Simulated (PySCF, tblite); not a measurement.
**C₃H₁₁NSi₂+ (doublet): geometry, infrared bands and EPR parameters**

What infrared bands and EPR parameters should C₃H₁₁NSi₂+ (doublet) (`C[Si@@H]1CC[SiH2][NH+]1`) show?

Computed with tblite 0.8.0 and PySCF 2.14.0, with density-fitted response routines of our own, on a single molecule in the gas phase. Atoms count from 0, in the outputs and in this text.

### 1 Starting geometry

17 atoms, charge 1, multiplicity 2; geometry from: force field or distance geometry start.

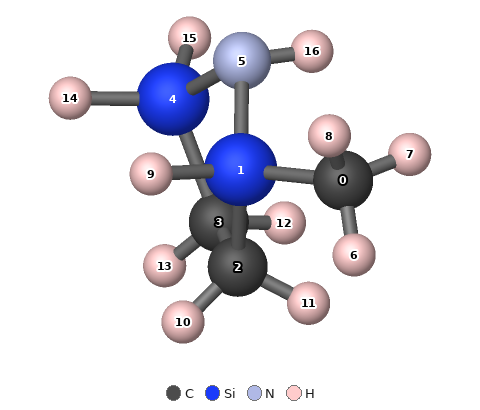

The starting geometry (carbon dark grey, silicon blue, nitrogen light blue, hydrogen pink), atoms numbered.

### 2 Optimising the geometry with GFN2-xTB

The job: settings as JSON, then the geometry in Å.

```
{"job": {"kind": "relax", "xc": "GFN2-xTB", "basis": "xTB"}, "charge": 1, "multiplicity": 2}
C      2.516300    -0.236300    -0.194200
Si     0.835400     0.239100     0.454800
C     -0.376100    -1.151500     0.412400
C     -1.679700    -0.624600    -0.146100
Si    -1.659700     1.215600    -0.077900
N      0.061800     1.557200    -0.469100
H      2.811400    -1.227100     0.155000
H      2.519300    -0.240900    -1.288800
H      3.261600     0.503600     0.133500
H      1.002600     0.666100     1.856000
H     -0.584400    -1.611800     1.385300
H     -0.023000    -1.953100    -0.271300
H     -1.835400    -0.992900    -1.169000
H     -2.510000    -1.009700     0.469900
H     -1.975000     1.723100     1.259900
H     -2.564200     1.819600    -1.050600
H      0.192000     1.335500    -1.469600
```

Launch:

```bash
$ OMP_NUM_THREADS=1 python probes_run.py task.json out
```

This one command runs all jobs of the session in turn.

**Question.** This job is followed by: GFN2-xTB harmonic vibrations, gas phase; UKS B3LYP, pcH-1 on C H N Si, non-relativistic, mean-field spin-orbit, GIAO. Predict these results of the whole session: strongest single infrared mode (GFN2-xTB); zero-point energy (GFN2-xTB); g(iso) (B3LYP); ⟨S²⟩; largest a(iso) (averaged by class).

The runs gave:

```
                                 quantity                  value
strongest single infrared mode (GFN2-xTB)  1148 cm⁻¹, 332 km/mol
             zero-point energy (GFN2-xTB)          81.4 kcal/mol
                           g(iso) (B3LYP)                2.00377
                                     ⟨S²⟩     0.753 (exact 0.75)
       largest a(iso) (averaged by class)   1H on H12, 121.0 MHz
```

**Reading.** Relaxing lowered the energy by 1.272 eV in 137 steps; the close pair that moved most is Si1–C2, from 1.845 to 2.026 Å. All 45 modes are real, so the xTB geometry is a minimum. The strongest single mode, at 1148 cm⁻¹, moves mainly H16 and N5. Unscaled tight-binding wavenumbers are off by several per cent, some by more. Its intensities can rank the bands wrongly. The largest spin populations lie on C2 (0.26 e), C3 (0.20 e). The isotropic g lies 1.5 ppt above the free-electron value.
